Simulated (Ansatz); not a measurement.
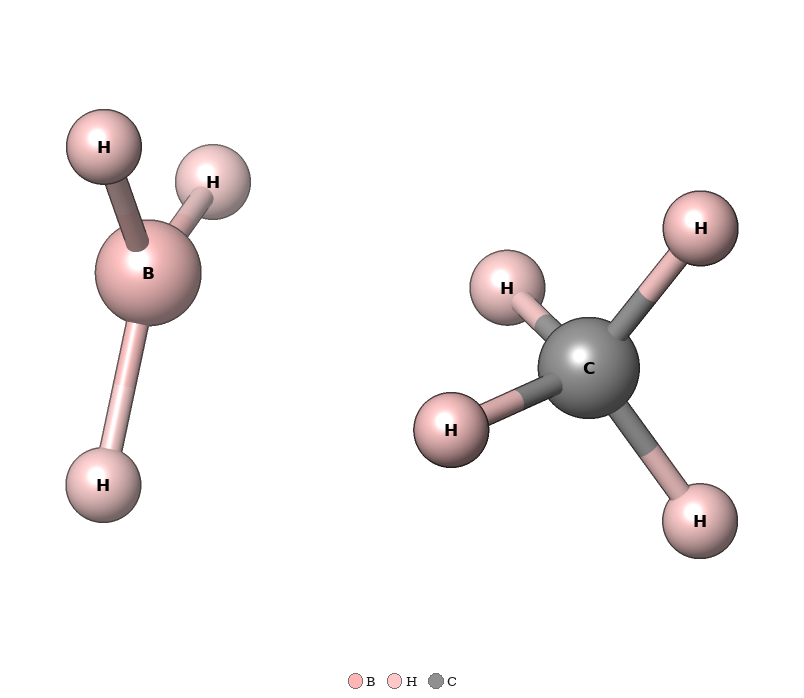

Atoms fade into the background with distance from the viewer. Computed geometry: PBE0-D4/def2-TZVP optimisation.

Question: List the symmetry elements and name the point group.

Answer: It has 1 mirror plane, so the point group is Cs. The group has 2 operations. The geometry is achiral, and symmetry allows a dipole moment.
